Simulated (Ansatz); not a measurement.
The starting structures come from a database of crystals and need not be the phases stable at ambient conditions.

 Where the default PAW files enter, the runs use the earlier of Ansatz's two default sets.

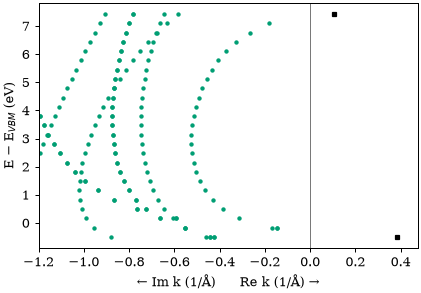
Complex bands at the centre of the two-dimensional zone; r2SCAN in Ansatz (a first-principles code)

The gap is the functional's own, uncorrected, and κ follows it; spin-orbit coupling is left out. Mid-gap values are interpolated between the computed energies.

Q: This is Rb2MgF4 (I4/mmm, not sure to be the ambient phase, 7 atoms a cell, 16.1 Å³ an atom) along the normal of (001). Read off the slowest decay at the centre of the two-dimensional zone at 3.79 eV, the computed energy nearest the middle of the gap.

A: κ ≈ 0.51 1/Å, a decay length 1/(2κ) of the density of 0.97 Å.
